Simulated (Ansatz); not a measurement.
```xyz
8

F     2.2931    0.9271    0.2217
C     1.0426    0.4878    0.1261
C     0.6236   -0.7927    0.1504
N    -0.7308   -0.9276   -0.2481
Ga   -0.7769    0.9898   -0.3396
Cl   -2.2960    2.4096   -0.7233
H     1.2320   -1.6666    0.3759
H    -1.2954   -1.4845    0.3814
```

Geometry: PBE0-D4/def2-TZVP.

The calculation used RKS PBE0-D4/def2-TZVPP (Ansatz).

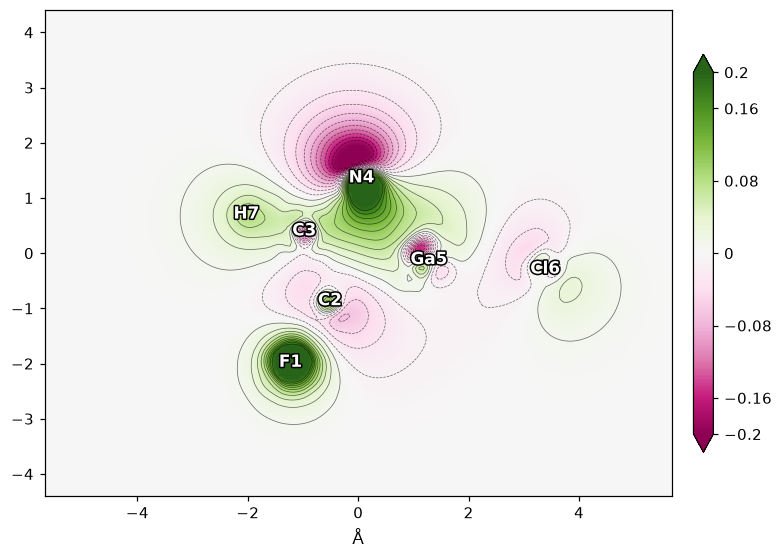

C₂H₂ClFGaN. One frontier orbital on the plane of atoms C2, C3 and Ga5 (values in Å⁻³ᐟ²; the overall sign is arbitrary).

> Which orbital is it: HOMO or LUMO?

The HOMO, at −6.19 eV. Its weight (Hirshfeld) is mainly on N4 (about 35 %), C2 (about 30 %), C3 (about 15 %), F1 (about 10 %) and Ga5 (about 5 %).
